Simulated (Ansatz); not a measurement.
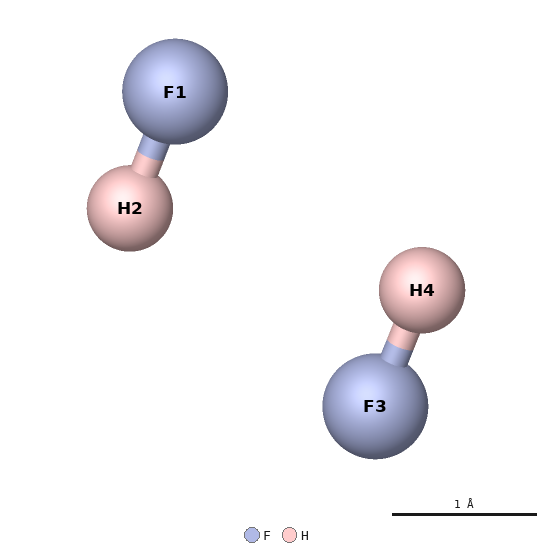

The species is neutral and a spin triplet. Geometry: a fixed input geometry, not necessarily a minimum. Basis: def2-SVP. Computed at fixed atoms with Ansatz. R, U and RO name restricted, unrestricted and restricted open-shell orbitals; core potentials come with def2 and Stuttgart sets past Kr, some runs use density fitting (about 1 meV), and each entry rests on the lowest determinant that the runs found.

```xyz
4
charge 0, multiplicity 3
F    -1.0996   -0.7241    0.1345
H    -0.3532   -0.7664    0.6437
F     1.0943    0.7105   -0.1154
H     0.3517    0.7625   -0.6293
```

Give total energies (hartree), correlation energies and ⟨S²⟩ of the determinant for U-MP2 (2 frozen); UHF.

```tsv
method	energy (Eh)	correlation (mEh)	⟨S²⟩
UHF	-199.5007	–	2.00
U-MP2 (2 frozen)	-199.8511	-350.4	2.00
```

The spin state was imposed, and no run here compares it with a lower spin, which may lie lower.
